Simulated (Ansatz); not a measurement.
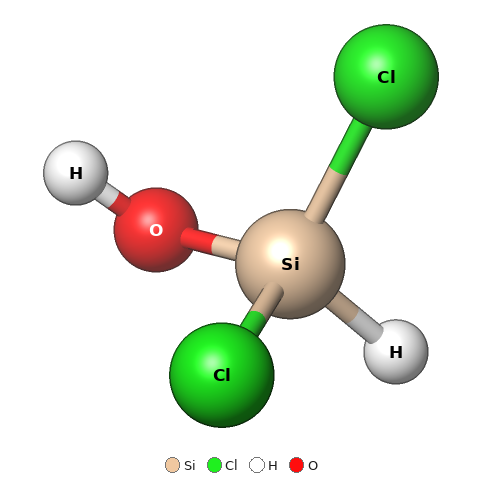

The picture shows a molecular structure as a ball-and-stick model.

Computed geometry: PBE0-D4/def2-TZVP optimisation.

Which formula does it have?

Answer. Cl2H2OSi, 6 atoms: 2 chlorine, 2 hydrogen, 1 oxygen and 1 silicon.

How many sets of symmetry-equivalent atoms are there?

Answer. 5: 1 Si, 2 Cl, 1 H, 1 O, 1 H.

Which point group does it belong to?

Answer. Cs.

How many bonds of each kind are drawn?

Answer. 2 Cl–Si, 1 O–Si, 1 Si–H, 1 O–H. Sticks follow a distance rule.

More results for the same structure follow; atom numbers are the same in all pictures, views and colours differ.

Dipole moment

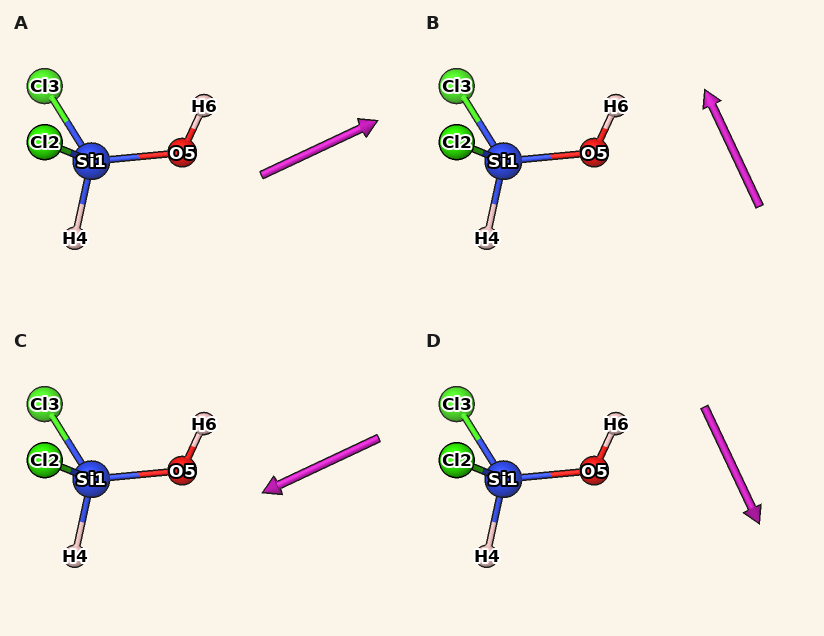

The same molecule four times, each with an arrow. Method: RKS PBE0-D4/def2-TZVP (Ansatz 0.2.0).

Which arrow points along the dipole moment, from the negative to the positive end?

Answer. A. The dipole moment is 1.08 D; it points from the side of H4 to the side of H6 (the outermost atoms at the two ends).

Vibrations

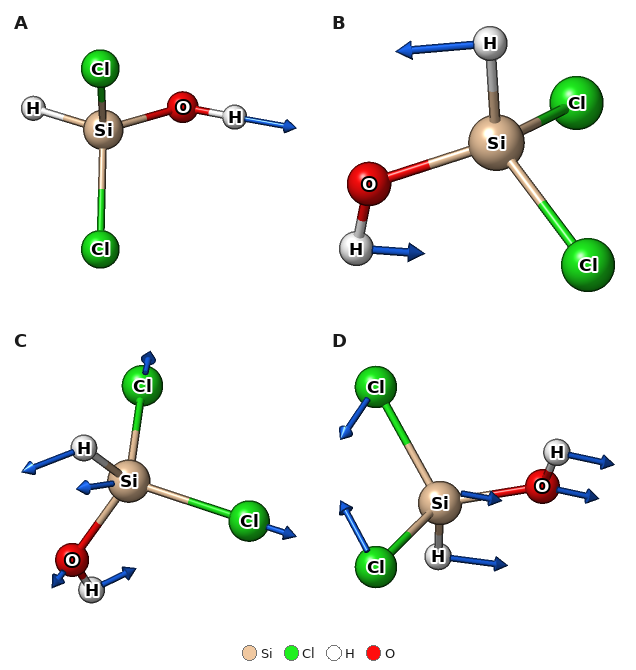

4 normal modes of one molecule or complex, as arrows. Harmonic vibrations computed with RKS PBE0-D4/def2-TZVP (Ansatz 0.2.0) at a stationary point of the same level.

Match the panels to the wavenumbers 185 cm⁻¹, 517 cm⁻¹, 865 cm⁻¹, 3915 cm⁻¹.

Answer. A: 3915 cm⁻¹, O–H stretching
B: 865 cm⁻¹, angle bending
C: 517 cm⁻¹, in-phase stretching of 2 Cl–Si bonds
D: 185 cm⁻¹, Cl–Si–Cl bending

Charges

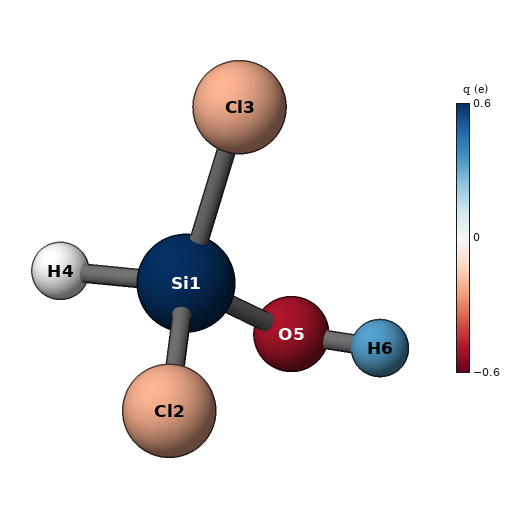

Atoms are coloured by their Mulliken charges. Method: RKS PBE0-D4/def2-TZVP (Ansatz 0.2.0).

Which atom carries the highest charge (most positive or least negative)?

Answer. Si1 (0.60 e).

And the lowest?

Answer. O5 (−0.49 e).

List the Mulliken charges.

| atom | value (e) |
| --- | --- |
| Si1 | 0.60 |
| Cl2 | −0.22 |
| Cl3 | −0.22 |
| H4 | 0.00 |
| O5 | −0.49 |
| H6 | 0.33 |

Thermal motion

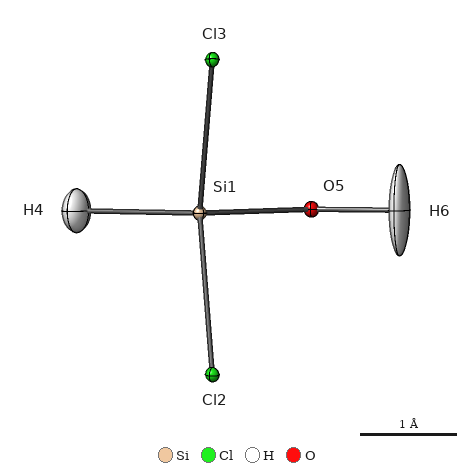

Displacement ellipsoids at the 50 % level, from the internal vibrations of the free molecule (harmonic, no overall translation or rotation; no half-axis is drawn under 0.075 Å). Vibrations computed with RKS PBE0-D4/def2-TZVP (Ansatz 0.2.0). Temperature: 100 K.

Which atom moves most?

Answer. H6, with U_eq = 0.0409 Å².

Does H6 move more along its bond or across it?

Answer. Across it: the root-mean-square amplitude is 0.067 Å along the bond and up to 0.307 Å across, since bending and torsion are softer than stretching.

List U_eq and the three principal root-mean-square amplitudes for each kind of atom.

```
    atom  U_eq (Å²)   rms amplitudes (Å)
     Si1    0.00097  0.029, 0.030, 0.035
Cl2, Cl3    0.00069  0.011, 0.026, 0.036
      H4     0.0167  0.090, 0.143, 0.148
      O5     0.0018  0.022, 0.045, 0.053
      H6     0.0409  0.067, 0.156, 0.307
```

Mulliken values depend strongly on the basis set and can even reverse the polarity of a bond.
